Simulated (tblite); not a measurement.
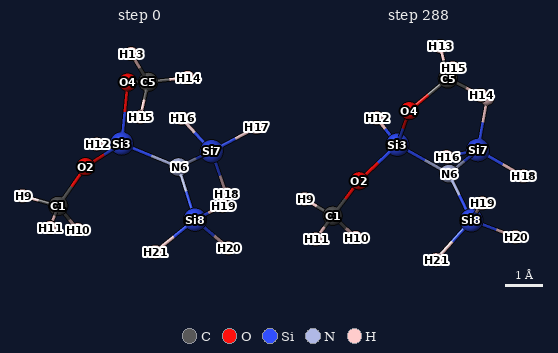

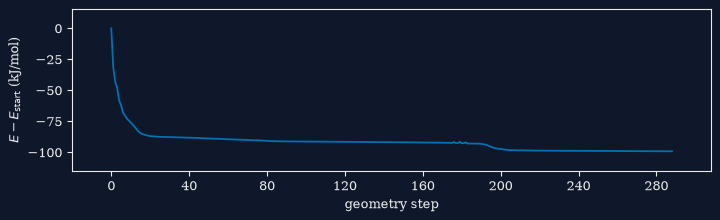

First and last geometry of a relaxation of C₂H₁₃NO₂Si₃, with the history of the run. A ball-and-stick model, seen at a tilt.

These are results of GFN2-xTB geometry optimisation, gas phase (tblite 0.8.0), not measurements. 

What do the curves and the structures tell?

Answer. It converged. The energy falls by 99.1 kJ/mol in 288 geometry steps. H15 moves most after the best rigid fit: 1.75 Å. By element the largest moves are H 1.75 Å, O 1.50 Å, C 0.58 Å, Si 0.41 Å, N 0.30 Å. Some distances before and after: Si3–O4 1.755 → 1.614 Å, O2–Si3 1.698 → 1.611 Å, C1–H11 1.130 → 1.091 Å, Si3–N6 1.714 → 1.747 Å. Bond angles that change, for instance: Si3–O4–C5 104.6° → 124.4°, C1–O2–Si3 113.8° → 124.8°, O4–Si3–H12 104.9° → 112.8°. Groups turn about O4–C5 by about 145°, Si3–O4 by about 110°.
